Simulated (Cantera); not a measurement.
A closed system holds: 1 mol MgSO₄, a varied amount of C, 2.5 mol H₂, held at 1752 °C and 23.0 mbar.

Equilibrium computed with Cantera from the NASA thermochemical tables; the gas is ideal and each condensed phase is pure. Candidate condensed phases: C, C₆H₆, C₇H₈, C₈H₁₈, H₂O, H₂SO₄, Mg, MgCO₃, MgO, Mg(OH)₂, MgS, MgSO₄, S; 130 gas species. Kinetics and transport are ignored.

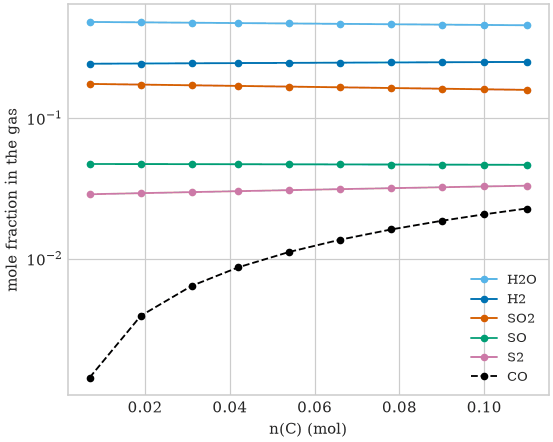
*Equilibrium gas composition (values under 1e-9 drawn at 1e-9)*

Read off the mole fractions at 0.066 mol C.

H₂O about 0.47, H₂ about 0.25, SO₂ about 0.17, SO about 0.047, S₂ about 0.031, CO about 0.014.
